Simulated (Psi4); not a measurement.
**BH5S (SMILES [BH3-][SH2+]): levels of theory compared**

Wanted: a comparison of 5 runs (HF/STO-3G, B3LYP/6-31G*, BLYP/def2-SVPD, REMP2/3-21G, AQCC/6-311+G*) of BH5S. 

The results are computed with Psi4 1.11.

6 further runs of the same task are left out: 6 set aside as unsound or not needed.

## 1. The molecule

The species is BH5S (7 atoms), meant as a singlet with charge 0. SMILES: `[BH3-][SH2+]`. The shape is that of a PBE0-D4/def2-TZVP optimisation.

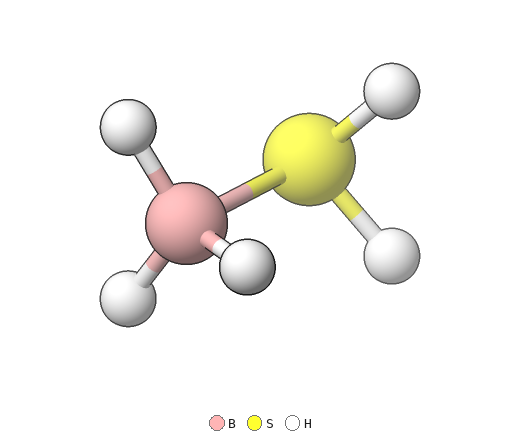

Viewed from a chosen angle; boron pink, sulfur yellow, hydrogen white.

## 2. A single-point energy at HF/STO-3G (run 1)

File job.py:

```python
import psi4

psi4.set_memory('1600 MB')
psi4.set_num_threads(1)
psi4.core.set_output_file('bh5s.out', False)

molecule = psi4.geometry("""
0 1
B     -0.99324005    -0.87210861    -0.95298888
S      1.07449827     1.84739626     0.54972133
H     -3.06740345     0.06878603    -0.81541682
H     -0.65082168    -2.73556754     0.30178926
H     -0.14248535    -0.91103696    -3.06986009
H      0.54046167     1.70793447     3.03282146
H      3.35501976     0.76628394     0.86719532
units bohr
symmetry c1
no_reorient
no_com
""")

psi4.set_options({
    'reference': 'rhf',
    'puream': True,
    'e_convergence': 1e-09,
    'd_convergence': 1e-08,
    'scf_type': 'pk',
})

E, wfn = psi4.energy('hf/STO-3G', molecule=molecule, return_wfn=True)
psi4.oeprop(wfn, 'QUADRUPOLE', 'DIPOLE', 'WIBERG_LOWDIN_INDICES')
print(f'total energy {E:.8f} hartree = {E * 27.211386:.5f} eV')
```

Started as:

```bash
$ python job.py
```

bh5s.out:

```text
[...]
  Running in c1 symmetry.
[...]
  Nuclear repulsion =   54.745215378025932
[...]
  Multiplicity = 1
[...]
  Nalpha       = 13
  Nbeta        = 13
[...]
    Number of basis functions: 19
[...]
   @RHF iter   1:  -420.39359344147965   -1.83026e+00   7.46642e-03 ADIIS/DIIS
[...]
   @RHF iter   9:  -420.42065309005949   -1.13687e-13   2.70304e-09 DIIS
[...]
    Orbital Energies [Eh]
    ---------------------
    Doubly Occupied:
       1A    -90.937731     2A     -8.819907     3A     -7.304001
       4A     -6.452230     5A     -6.450973     6A     -6.448047
       7A     -1.011430     8A     -0.640962     9A     -0.598094
      10A     -0.492963    11A     -0.393153    12A     -0.374860
      13A     -0.367521
[...]
  @RHF Final Energy:  -420.42065309005949
   => Energetics <=
    Nuclear Repulsion Energy =             54.7452153780259323
    One-Electron Energy =                -689.7479907280297766
    Two-Electron Energy =                 214.5821222599442990
    Total Energy =                       -420.4206530900595453
[...]
 Multipole Moments:
 ------------------------------------------------------------------------------------
     Multipole            Electronic (a.u.)      Nuclear  (a.u.)        Total (a.u.)
 ------------------------------------------------------------------------------------
 L = 1.  Multiply by 2.5417464519 to convert [e a0] to [Debye]
 Dipole X            :        -11.0613239           12.2605430            1.1992191
 Dipole Y            :        -23.1478383           24.0941970            0.9463588
 Dipole Z            :         -3.2013282            4.3471260            1.1457978
 Magnitude           :                                                    1.9096005
 L = 2.  Multiply by 1.3450342976 to convert [e a0^2] to [Debye ang]
 Quadrupole XX       :        -59.2881215           44.8064648          -14.4816568
 Quadrupole XY       :        -41.2012624           41.2846038            0.0833415
[...]
```

Standard output:

```text
total energy -420.42065309 hartree = -11440.22867 eV
```

It took 2.2 s on 1 thread of Intel Xeon Platinum 8175M at 2.50GHz (Skylake/Cascade Lake), shared host; peak memory 0.18 GiB.

## 3. A single-point energy at B3LYP/6-31G(d) (Cartesian functions) (run 2)

File calc.in:

```
memory 1600 MB

molecule mol {
  0 1
  B
  S 1 R2
  H 1 R3 2 A3
  H 1 R4 3 A4 2 D4
  H 1 R5 4 A5 3 D5
  H 2 R6 1 A6 4 D6
  H 2 R7 6 A7 1 D7

  R2 = 1.975
  R3 = 1.207448
  A3 = 100.3045
  R4 = 1.202548
  A4 = 116.21989
  D4 = 114.83691
  R5 = 1.207457
  A5 = 116.23717
  D5 = -137.91814
  R6 = 1.34607
  A6 = 103.69633
  D6 = -48.03571
  R7 = 1.346064
  A7 = 92.46945
  D7 = -104.77045
  symmetry c1
  no_reorient
  no_com
}

set reference rks
set puream false
set e_convergence 1e-09
set d_convergence 1e-08
set scf_type pk
set dft_radial_points 99
set dft_spherical_points 590

result, w = energy('b3lyp/6-31G*', return_wfn=True)
oeprop(w, 'WIBERG_LOWDIN_INDICES', 'QUADRUPOLE', 'LOWDIN_CHARGES', title='B3LYP')
print_variables()
```

Started as:

```bash
$ psi4 -n 1 calc.in calc.out
```

calc.out:

```text
[...]
  Running in c1 symmetry.
[...]
  Nuclear repulsion =   54.745219851448610
[...]
  Multiplicity = 1
[...]
  Nalpha       = 13
  Nbeta        = 13
[...]
    Number of basis functions: 44
[...]
   @RKS iter   1:  -425.88236261551418   -1.90883e-01   9.70649e-03 DIIS/ADIIS
[...]
   @RKS iter  10:  -426.01663759515884   -6.82121e-13   4.80898e-09 DIIS
[...]
    Orbital Energies [Eh]
    ---------------------
    Doubly Occupied:
       1A    -88.949116     2A     -8.014608     3A     -6.699171
       4A     -5.978331     5A     -5.975812     6A     -5.969886
       7A     -0.815966     8A     -0.514666     9A     -0.502466
      10A     -0.410986    11A     -0.328032    12A     -0.299976
      13A     -0.291817
[...]
  @RKS Final Energy:  -426.01663759515884
   => Energetics <=
    Nuclear Repulsion Energy =             54.7452198514486099
    One-Electron Energy =                -693.8585515494654601
    Two-Electron Energy =                 238.5796081495792578
    DFT Exchange-Correlation Energy =     -25.4829140467212056
    Empirical Dispersion Energy =           0.0000000000000000
    VV10 Nonlocal Energy =                  0.0000000000000000
    Total Energy =                       -426.0166375951587838
[...]
 Multipole Moments:
 ------------------------------------------------------------------------------------
     Multipole            Electronic (a.u.)      Nuclear  (a.u.)        Total (a.u.)
 ------------------------------------------------------------------------------------
 L = 1.  Multiply by 2.5417464519 to convert [e a0] to [Debye]
 Dipole X            :          0.7282239           -1.2076628           -0.4794389
 Dipole Y            :          0.4481072           -0.7436874           -0.2955801
 Dipole Z            :          3.1053803           -1.6256823            1.4796979
 Magnitude           :                                                    1.5832673
 L = 2.  Multiply by 1.3450342976 to convert [e a0^2] to [Debye ang]
 Quadrupole XX       :        -29.5672113           13.0519582          -16.5152531
 Quadrupole XY       :          0.1258116           -0.6154317           -0.4896201
[...]
```

It took 12 s on 1 thread of Intel Xeon Platinum 8175M at 2.50GHz (Skylake/Cascade Lake), shared host; peak memory 0.7 GiB.

Runs 3 to 4 aren't shown in full; the table further down has their settings and results.

## 4. The energy at AQCC/6-311+G(d) (run 5)

File run.py:

```python
import psi4

psi4.set_memory(1600000000)
psi4.set_num_threads(1)
psi4.set_output_file('run.log', False)

geom = psi4.geometry("""
B     -0.99324005    -0.87210861    -0.95298888
S      1.07449827     1.84739626     0.54972133
H     -3.06740345     0.06878603    -0.81541682
H     -0.65082168    -2.73556754     0.30178926
H     -0.14248535    -0.91103696    -3.06986009
H      0.54046167     1.70793447     3.03282146
H      3.35501976     0.76628394     0.86719532
units bohr
""")

options = {'scf_type': 'pk', 'freeze_core': True, 'df_basis_mp2': 'cc-pvtz-ri'}
psi4.set_options(options)

e = psi4.energy("aqcc/6-311+G*", molecule=geom)
print(f'total energy {e:.8f} hartree = {e * 27.211386:.5f} eV')
for k, v in sorted(psi4.core.scalar_variables().items()):
    print(f'{k:45s} {v:18.10f}')
```

Started as:

```bash
$ python run.py
```

run.log:

```text
[...]
  Running in c1 symmetry.
[...]
  Nuclear repulsion =   54.745215378025932
[...]
  Multiplicity = 1
[...]
  Nalpha       = 13
  Nbeta        = 13
[...]
    Number of basis functions: 67
[...]
   @RHF iter   1:  -424.99040953849249   -3.21278e-01   5.36226e-03 ADIIS/DIIS
[...]
   @RHF iter  10:  -425.08440114746787   -1.72236e-11   7.93100e-09 DIIS
[...]
    Orbital Energies [Eh]
    ---------------------
    Doubly Occupied:
       1A    -92.035100     2A     -9.038557     3A     -7.548389
       4A     -6.720531     5A     -6.719901     6A     -6.717918
       7A     -1.058768     8A     -0.705377     9A     -0.648759
      10A     -0.557205    11A     -0.457478    12A     -0.440922
      13A     -0.429183
[...]
  @RHF Final Energy:  -425.08440114746787
   => Energetics <=
    Nuclear Repulsion Energy =             54.7452153780259323
    One-Electron Energy =                -693.5030547865394510
    Two-Electron Energy =                 213.6734382610457033
    Total Energy =                       -425.0844011474678155
[...]
 Multipole Moments:
 ------------------------------------------------------------------------------------
     Multipole            Electronic (a.u.)      Nuclear  (a.u.)        Total (a.u.)
 ------------------------------------------------------------------------------------
 L = 1.  Multiply by 2.5417464519 to convert [e a0] to [Debye]
 Dipole X            :          1.5012507           -0.4383346            1.0629161
 Dipole Y            :          2.8716129           -2.0850382            0.7865746
 Dipole Z            :          0.6994226            0.3388852            1.0383077
 Magnitude           :                                                    1.6812415
[...]
      * SCS-MP2 total energy:                 -425.321108606713
[...]
      * MP2 total energy:                     -425.315339876042
[...]
```

On the terminal:

```text
total energy -425.35283276 hartree = -11574.44012 eV
AQCC CORRELATION ENERGY                            -0.2684316149
AQCC DOUBLES ENERGY                                -0.2684316136
AQCC OPPOSITE-SPIN CORRELATION ENERGY              -0.2218861896
AQCC SAME-SPIN CORRELATION ENERGY                  -0.0465454240
AQCC SINGLES ENERGY                                 0.0000000000
AQCC TOTAL ENERGY                                -425.3528327624
CURRENT CORRELATION ENERGY                         -0.2684316149
CURRENT ENERGY                                   -425.3528327624
CURRENT REFERENCE ENERGY                         -425.0844011475
DD SOLVATION ENERGY                                 0.0000000000
HF KINETIC ENERGY                                 425.1355341093
HF POTENTIAL ENERGY                              -850.2199352568
HF TOTAL ENERGY                                  -425.0844011475
HF VIRIAL RATIO                                     1.9998797255
MP2 CORRELATION ENERGY                             -0.2309387286
MP2 DOUBLES ENERGY                                 -0.2309387286
MP2 OPPOSITE-SPIN CORRELATION ENERGY               -0.1843014035
MP2 SAME-SPIN CORRELATION ENERGY                   -0.0466373251
MP2 SINGLES ENERGY                                  0.0000000000
MP2 TOTAL ENERGY                                 -425.3153398760
NUCLEAR REPULSION ENERGY                           54.7452153780
ONE-ELECTRON ENERGY                              -693.5030547865
PCM POLARIZATION ENERGY                             0.0000000000
PE ENERGY                                           0.0000000000
SCF ITERATION ENERGY                             -425.0844011475
SCF ITERATIONS                                     10.0000000000
SCF TOTAL ENERGY                                 -425.0844011475
TWO-ELECTRON ENERGY                               213.6734382610
```

Wall time 7.2 s (1 thread of Intel Xeon Platinum 8175M at 2.50GHz (Skylake/Cascade Lake), shared host); peak memory 0.33 GiB.

## 5. The series

```tsv
run	level	Cartesian functions	integration grid	energy (Eh)	dipole moment (D)	HOMO energy (eV)	LUMO energy (eV)	wall time
1	HF/STO-3G	no	–	-420.420653	4.85	-10.00	9.98	2.2 s
2	B3LYP/6-31G* (Cartesian functions)	yes	99 radial × 590 angular	-426.016638	4.02	-7.94	-0.37	12 s
3	BLYP/def2-SVPD	no	99 radial × 590 angular	-425.840714	3.76	-6.95	-1.27	30 s
4	REMP2/3-21G (density fitting, density fitting for correlation)	yes	–	-423.093102	–	-11.72	3.80	3.6 s
5	AQCC/6-311+G*	no	–	-425.352833	–	-11.68	1.05	7.2 s
```

## 6. Outcome

```
                                          quantity          value
                               run 5: total energy  -425.35283 Eh
        run 5: HOMO energy (Hartree–Fock orbitals)      -11.68 eV
        run 5: LUMO energy (Hartree–Fock orbitals)        1.05 eV
      run 5: HOMO–LUMO gap (Hartree–Fock orbitals)       12.72 eV
run 5: correlation energy (6 core orbitals frozen)     -268.4 mEh
```

Over runs 1, 2, 3 the dipole moment (its size) runs from 3.76 D (BLYP/def2-SVPD) to 4.85 D (HF/STO-3G). The two ends differ in method and basis. Over runs 1, 2, 3 the HOMO–LUMO gap runs from 5.67 eV (BLYP/def2-SVPD) to 19.98 eV (HF/STO-3G). Totals of different functionals can't be ranked against each other. In run 1 the basis is minimal, so the values are rough. All runs together took 55 s, the longest 30 s.
